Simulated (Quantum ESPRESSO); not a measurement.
# Magnetic state of Ti2FeS4 (Heideite) from several starts

Aim: find out which collinear order of Ti2FeS4 (Heideite) costs least.

Program: Quantum ESPRESSO 7.5. Level of theory: LDA with U = 4.5 eV on Fe d and U = 3 eV on Ti d (ortho-atomic projectors); plane waves with GBRV 1.5 LDA potentials, no spin-orbit coupling. Results are calculated unless marked as measured.

The database entry behind the starting cell has ideal inner coordinates that were not refined, so it need not match the best structure at ambient conditions.

## 1. Starting point

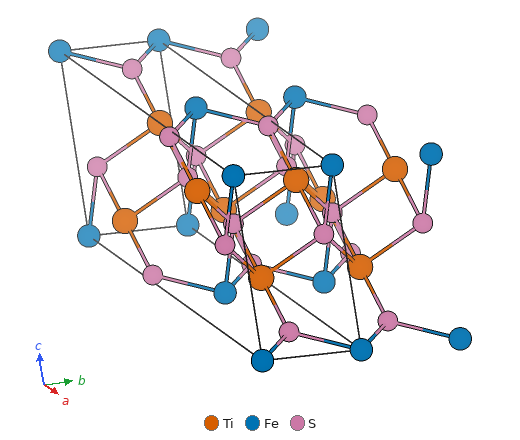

The starting structure, seen slightly off an axis (titanium orange, iron blue, sulfur pink). 1×2×1 cells are drawn. This picture shows the conventional cell, with its axes. Some periodic images of atoms are drawn too.

The cell comes from the Crystallography Open Database.

## 2. Start 1: ferro +++

The signs are those of the starting moments on the seeded atoms, the atoms that are given a moment.

pw.in

```
&CONTROL
  calculation = 'scf'
  prefix = 'pwscf'
  outdir = './tmp'
  pseudo_dir = './pseudo'
  disk_io = 'nowf'
/
&SYSTEM
  ibrav = 0
  celldm(1) = 8
  nat = 7
  ntyp = 3
  ecutwfc = 40
  ecutrho = 280
  nbnd = 46
  occupations = 'smearing'
  smearing = 'fd'
  degauss = 0.00367493
  nspin = 2
  starting_magnetization(1) = 0.0833
  starting_magnetization(2) = 0.25
  starting_magnetization(3) = 0
/
&ELECTRONS
  conv_thr = 1.4d-08
  electron_maxstep = 150
  mixing_beta = 0.3
/
ATOMIC_SPECIES
Ti     47.8670 ti_lda_v1.4.uspp.F.UPF
Fe     55.8450 fe_lda_v1.5.uspp.F.UPF
S      32.0600 s_lda_v1.4.uspp.F.UPF
CELL_PARAMETERS alat
   1.5755106154370   -0.4059367931462    0.0000000000000
   1.5755106154370    0.4059367931462    0.0000000000000
  -0.6253371129641    0.0000000000000    1.2594962122191
ATOMIC_POSITIONS crystal
Ti      0.2500000000    0.2500000000    0.2500000000
Ti      0.7500000000    0.7500000000    0.7500000000
Fe      0.0000000000    0.0000000000    0.0000000000
S       0.3750000000    0.3750000000    0.0416700000
S       0.6250000000    0.6250000000    0.9583300000
S       0.8750000000    0.8750000000    0.5416700000
S       0.1250000000    0.1250000000    0.4583300000
K_POINTS automatic
6 6 6 0 0 0
HUBBARD {ortho-atomic}
U Ti-3d 3.0000
U Fe-3d 4.5000
```

Launch:

```sh
OMP_NUM_THREADS=1 mpirun -n 8 pw.x -nk 8 -in pw.in > pw.out
```

Output:

```text
Program PWSCF v.7.5 starts

     Message from routine setup:
     using ibrav=0 with symmetry is DISCOURAGED, use correct ibrav instead

     K-points division:     npool     =       8
     Subspace diagonalization in iterative solution of the eigenvalue problem:

     G-vector sticks info
     --------------------
     sticks:   dense  smooth     PW     G-vecs:    dense   smooth      PW
     Sum        1831    1047    339                65303    28193    5207

     Using Slab Decomposition

     bravais-lattice index     =            0
     lattice parameter (alat)  =       8.0000  a.u.
     unit-cell volume          =     824.8530 (a.u.)^3
     number of atoms/cell      =            7
     number of atomic types    =            3
     number of electrons       =        64.00
     number of Kohn-Sham states=           46
     kinetic-energy cutoff     =      40.0000  Ry
     charge density cutoff     =     280.0000  Ry
     scf convergence threshold =      1.4E-08
     mixing beta               =       0.3000
     number of iterations used =            8  plain     mixing
     Exchange-correlation=  SLA  PZ   NOGX NOGC
                           (   1   1   0   0   0   0   0)
     Hubbard projectors: ortho-atomic
     Hubbard parameters of DFT+U (Dudarev formulation) in eV:
     U(Ti-3d) =  3.0000
     U(Fe-3d) =  4.5000

     Internal variables: lda_plus_u =T, lda_plus_u_kind = 0

     Internal variables: orbital_resolved =F, hub_pot_fix =F, apply_U = F

     celldm(1)=   8.000000  celldm(2)=   0.000000  celldm(3)=   0.000000
     celldm(4)=   0.000000  celldm(5)=   0.000000  celldm(6)=   0.000000

     crystal axes: (cart. coord. in units of alat)
               a(1) = (   1.575511  -0.405937   0.000000 )
               a(2) = (   1.575511   0.405937   0.000000 )
               a(3) = (  -0.625337   0.000000   1.259496 )

     reciprocal axes: (cart. coord. in units 2 pi/alat)
               b(1) = (  0.317357 -1.231719  0.157567 )
               b(2) = (  0.317357  1.231719  0.157567 )
               b(3) = ( -0.000000  0.000000  0.793968 )

     PseudoPot. # 1 for Ti read from file:
     ti_lda_v1.4.uspp.F.UPF
     Pseudo is Ultrasoft + core correction, Zval = 12.0
     Generated by new atomic code, or converted to UPF format
     Using radial grid of  851 points,  6 beta functions with:
                l(1) =   0
                l(2) =   0
                l(3) =   1
                l(4) =   1
                l(5) =   2
                l(6) =   2
     Q(r) pseudized with  6 coefficients,  rinner =    1.000   1.000   1.000
                                                       1.000   1.000

     PseudoPot. # 2 for Fe read from file:
     fe_lda_v1.5.uspp.F.UPF
     Pseudo is Ultrasoft + core correction, Zval = 16.0
     Generated by new atomic code, or converted to UPF format
     Using radial grid of  861 points,  6 beta functions with:
                l(1) =   0
                l(2) =   0
                l(3) =   1
                l(4) =   1
                l(5) =   2
                l(6) =   2
     Q(r) pseudized with  8 coefficients,  rinner =    1.000   1.000   1.000
                                                       1.000   1.000

     PseudoPot. # 3 for S  read from file:
     s_lda_v1.4.uspp.F.UPF
     Pseudo is Ultrasoft + core correction, Zval =  6.0
     Generated by new atomic code, or converted to UPF format
     Using radial grid of  907 points,  6 beta functions with:
                l(1) =   0
                l(2) =   0
                l(3) =   1
                l(4) =   1
                l(5) =   2
                l(6) =   2
     Q(r) pseudized with  8 coefficients,  rinner =    1.300   1.300   1.300
                                                       1.300   1.300

     atomic species   valence    mass     pseudopotential
     Ti               12.00    47.86700     Ti( 1.00)
     Fe               16.00    55.84500     Fe( 1.00)
     S                 6.00    32.06000     S ( 1.00)

     Starting magnetic structure
     atomic species   magnetization
     Ti              0.083
     Fe              0.250
     S               0.000

      4 Sym. Ops., with inversion, found

   Cartesian axes

     site n.     atom                  positions (alat units)
         1        Ti     tau(   1) = (   0.6314210   0.0000000   0.3148741  )
         2        Ti     tau(   2) = (   1.8942631   0.0000000   0.9446222  )
         3        Fe     tau(   3) = (   0.0000000   0.0000000   0.0000000  )
         4        S      tau(   4) = (   1.1555752   0.0000000   0.0524832  )
         5        S      tau(   5) = (   1.3701090  -0.0000000   1.2070130  )
         6        S      tau(   6) = (   2.4184172   0.0000000   0.6822313  )
         7        S      tau(   7) = (   0.1072669   0.0000000   0.5772649  )

     number of k points=    68  Fermi-Dirac smearing, width (Ry)=  0.0037
                       cart. coord. in units 2pi/alat
        k(    1) = (   0.0000000   0.0000000   0.0000000), wk =   0.0046296
        k(    2) = (   0.0000000   0.0000000   0.1323280), wk =   0.0092593
        k(    3) = (   0.0000000   0.0000000   0.2646561), wk =   0.0092593
        k(    4) = (   0.0000000   0.0000000  -0.3969841), wk =   0.0046296
        k(    5) = (   0.0528929   0.2052865   0.0262612), wk =   0.0185185
        [... 63 further k-points ...]

     Dense  grid:    65303 G-vectors     FFT dimensions: (  72,  72,  60)

     Smooth grid:    28193 G-vectors     FFT dimensions: (  54,  54,  45)

     Check: negative core charge=   -0.000014
     Generating pointlists ...
     new r_m :   0.2418 (alat units)  1.9343 (a.u.) for type    1
     new r_m :   0.2419 (alat units)  1.9352 (a.u.) for type    2
     new r_m :   0.2418 (alat units)  1.9343 (a.u.) for type    3

     Initial potential from superposition of free atoms

     starting charge      60.9998, renormalised to      64.0000

     negative rho (up, down):  1.191E-03 1.006E-03

     STARTING HUBBARD OCCUPATIONS:

     =================== HUBBARD OCCUPATIONS ===================
     ------------------------ ATOM    1 ------------------------
     Tr[ns(  1)] (up, down, total) =   1.00000  0.00000  1.00000
     Atomic magnetic moment for atom   1 =   1.00000
     [... lines left out ...]
     ------------------------ ATOM    2 ------------------------
     Tr[ns(  2)] (up, down, total) =   1.00000  0.00000  1.00000
     Atomic magnetic moment for atom   2 =   1.00000
     [... lines left out ...]
     ------------------------ ATOM    3 ------------------------
     Tr[ns(  3)] (up, down, total) =   5.00000  0.00000  5.00000
     Atomic magnetic moment for atom   3 =   5.00000
     [... lines left out ...]
     Number of occupied Hubbard levels =    7.0000

     Atomic wfc used for Hubbard projectors are orthogonalized

     Starting wfcs are   49 randomized atomic wfcs

     Self-consistent Calculation

     iteration #  1     ecut=    40.00 Ry     beta= 0.30
     Davidson diagonalization with overlap
     ethr =  1.00E-02,  avg # of iterations =  4.8

     =================== HUBBARD OCCUPATIONS ===================
     ------------------------ ATOM    1 ------------------------
     Tr[ns(  1)] (up, down, total) =   1.66149  0.84884  2.51033
     Atomic magnetic moment for atom   1 =   0.81265
     [... lines left out ...]
     ------------------------ ATOM    2 ------------------------
     Tr[ns(  2)] (up, down, total) =   1.66149  0.84884  2.51033
     Atomic magnetic moment for atom   2 =   0.81265
     [... lines left out ...]
     ------------------------ ATOM    3 ------------------------
     Tr[ns(  3)] (up, down, total) =   4.69403  0.17570  4.86972
     Atomic magnetic moment for atom   3 =   4.51833
     [... lines left out ...]
     Number of occupied Hubbard levels =    9.8904

     negative rho (up, down):  8.971E-04 1.097E-03

     total energy              =    -584.37774805 Ry
     estimated scf accuracy    <       2.68202723 Ry

     total magnetization       =     6.25 Bohr mag/cell
     absolute magnetization    =     6.37 Bohr mag/cell

     iteration #  2     ecut=    40.00 Ry     beta= 0.30
     Davidson diagonalization with overlap
     ethr =  4.19E-03,  avg # of iterations =  2.8

     negative rho (up, down):  9.457E-04 1.142E-03

     total energy              =    -584.18796752 Ry
     estimated scf accuracy    <      11.87183196 Ry

     total magnetization       =     1.44 Bohr mag/cell
     absolute magnetization    =     1.60 Bohr mag/cell

     iteration #  3     ecut=    40.00 Ry     beta= 0.30
     Davidson diagonalization with overlap
     ethr =  4.19E-03,  avg # of iterations =  1.6

     negative rho (up, down):  7.196E-04 1.149E-03

     total energy              =    -585.05212432 Ry
     estimated scf accuracy    <       0.88920204 Ry

     total magnetization       =     6.19 Bohr mag/cell
     absolute magnetization    =     6.27 Bohr mag/cell

     [... further iterations left out ...]

     iteration # 40     ecut=    40.00 Ry     beta= 0.30
     Davidson diagonalization with overlap
     ethr =  4.28E-09,  avg # of iterations =  3.8

     negative rho (up, down):  1.399E-04 1.429E-03

     total energy              =    -585.17992527 Ry
     estimated scf accuracy    <       0.00000170 Ry

     total magnetization       =     5.95 Bohr mag/cell
     absolute magnetization    =     6.08 Bohr mag/cell

     iteration # 41     ecut=    40.00 Ry     beta= 0.30
     Davidson diagonalization with overlap
     ethr =  2.66E-09,  avg # of iterations =  3.6

     negative rho (up, down):  1.399E-04 1.429E-03

     total energy              =    -585.17994644 Ry
     estimated scf accuracy    <       0.00000011 Ry

     total magnetization       =     5.95 Bohr mag/cell
     absolute magnetization    =     6.07 Bohr mag/cell

     iteration # 42     ecut=    40.00 Ry     beta= 0.30
     Davidson diagonalization with overlap
     ethr =  1.74E-10,  avg # of iterations =  4.3

     negative rho (up, down):  1.399E-04 1.429E-03

     total energy              =    -585.17994686 Ry
     estimated scf accuracy    <       0.00000004 Ry

     total magnetization       =     5.95 Bohr mag/cell
     absolute magnetization    =     6.07 Bohr mag/cell

     iteration # 43     ecut=    40.00 Ry     beta= 0.30
     Davidson diagonalization with overlap
     ethr =  6.66E-11,  avg # of iterations =  3.9

     negative rho (up, down):  1.399E-04 1.429E-03

     Magnetic moment per site  (integrated on atomic sphere of radius R)
     atom   1 (R=0.242)  charge=  9.7295  magn=  0.8269
     atom   2 (R=0.242)  charge=  9.7295  magn=  0.8269
     atom   3 (R=0.242)  charge= 14.1577  magn=  3.4875
     atom   4 (R=0.242)  charge=  4.3936  magn=  0.0301
     atom   5 (R=0.242)  charge=  4.3936  magn=  0.0301
     atom   6 (R=0.242)  charge=  4.3468  magn= -0.0029
     atom   7 (R=0.242)  charge=  4.3468  magn= -0.0029

     End of self-consistent calculation

     =================== HUBBARD OCCUPATIONS ===================
     ------------------------ ATOM    1 ------------------------
     Tr[ns(  1)] (up, down, total) =   1.71926  0.64542  2.36469
     Atomic magnetic moment for atom   1 =   1.07384
     [... lines left out ...]
     ------------------------ ATOM    2 ------------------------
     Tr[ns(  2)] (up, down, total) =   1.71926  0.64542  2.36469
     Atomic magnetic moment for atom   2 =   1.07384
     [... lines left out ...]
     ------------------------ ATOM    3 ------------------------
     Tr[ns(  3)] (up, down, total) =   4.90717  1.29635  6.20351
     Atomic magnetic moment for atom   3 =   3.61082
     [... lines left out ...]
     Number of occupied Hubbard levels =   10.9329

     Number of k-points >= 100: set verbosity='high' to print the bands.

     the Fermi energy is    10.1206 ev

!    total energy              =    -585.17994811 Ry
     estimated scf accuracy    <          9.2E-09 Ry
     smearing contrib. (-TS)   =      -0.00171788 Ry
     internal energy E=F+TS    =    -585.17823023 Ry

     The total energy is F=E-TS. E is the sum of the following terms:
     one-electron contribution =    -319.05829079 Ry
     hartree contribution      =     182.38621296 Ry
     xc contribution           =     -98.43635674 Ry
     ewald contribution        =    -350.50084640 Ry
     Hubbard energy            =       0.43105074 Ry

     total magnetization       =     5.95 Bohr mag/cell
     absolute magnetization    =     6.07 Bohr mag/cell

     convergence has been achieved in  43 iterations

=------------------------------------------------------------------------------=
   JOB DONE.
=------------------------------------------------------------------------------=
```

Elapsed: 1.9 min, on 8 MPI ranks of AMD EPYC 9R45 (Zen 5), shared host; peak memory 1.6 GiB; 15 min of CPU time.

Spin moment in the atom's sphere by atom:

```tsv
atom	spin moment in the atom's sphere (μB)
Ti1	0.83
Ti2	0.83
Fe3	3.49
S4	0.03
S5	0.03
S6	0.00
S7	0.00
```

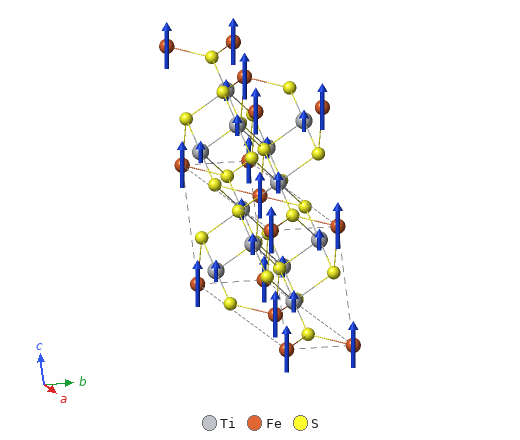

Spin moment in the atom's sphere as arrows, the longest 3.49 μB. Up and down stand for the sign. Arrows give size and sign along the axis of quantisation, drawn up and down the page. Each arrow also spans its atom, so small moments look longer than they are. 1×1×2 conventional cells are drawn. Some periodic images of atoms are drawn too.

Numbers from this step:

```yaml
smearing_term_ts: 0.02337 eV
magnetization: 5.949 μB
absolute_magnetization: 6.074 μB
final_state: ferromagnetic
```

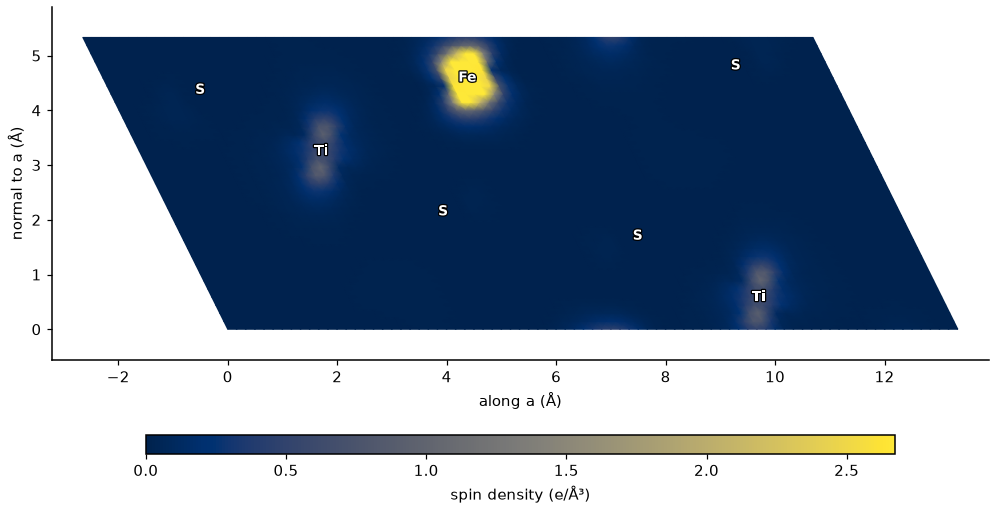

Spin density in the ac plane of the conventional cell at fractional y = 0.000, with atoms of Ti and Fe and S within 0.2 Å of it. The map starts off the cell's origin, so that atoms lie inside it.

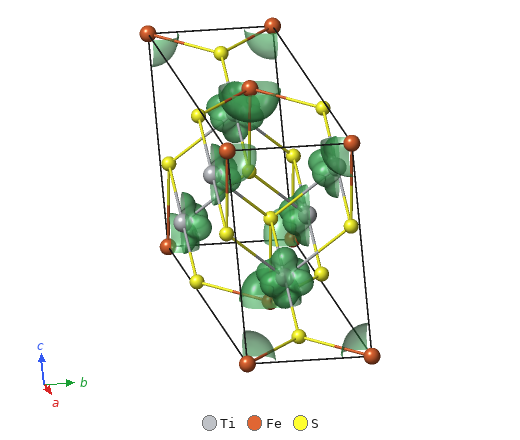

Surface of spin density = 0.17 e/Å³, which holds about 70 % of the integral of its size.

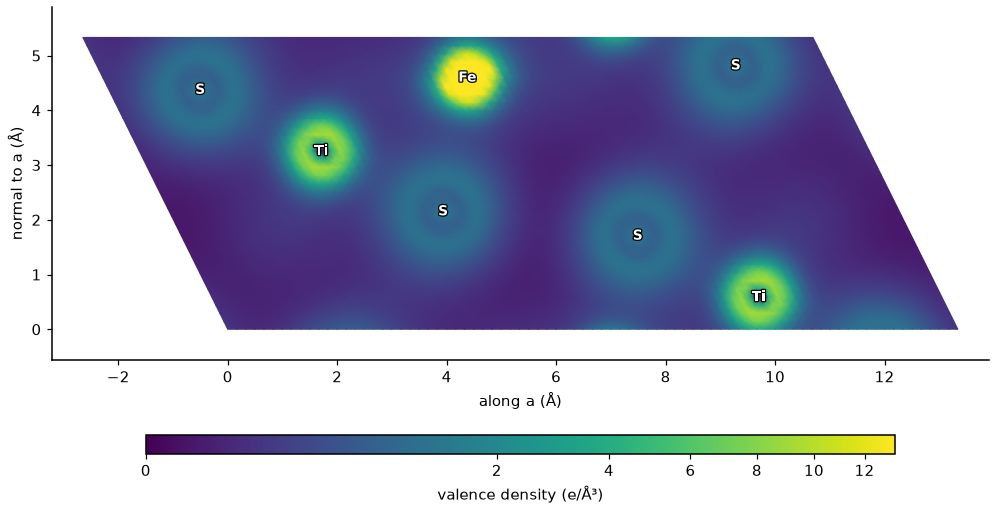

Valence density in the ac plane of the conventional cell at fractional y = 0.000, with atoms of Ti and Fe and S within 0.2 Å of it. It is the smooth field of the valence electrons, not physical close to the nuclei. The map starts off the cell's origin, so that atoms lie inside it. The colour scale is stretched toward low values.

[end of part 1 of 2]

[Logs and program files are shortened in this print: banners, set-up blocks, solver, clock and traceback lines can be left out without a mark of their own.]

[Logs are printed without paths, hosts, clocks, repeated set-up lines and the standing remarks that a program may print on its own settings, such as how far it seeks lower states.]

[Hosts, paths, dates, database ids (printed as entryN), source tags and the programs' standing remarks are cut or masked in the printed files.]

[Where a cell is said to come from a database of computed structures, the database is the Materials Project.]
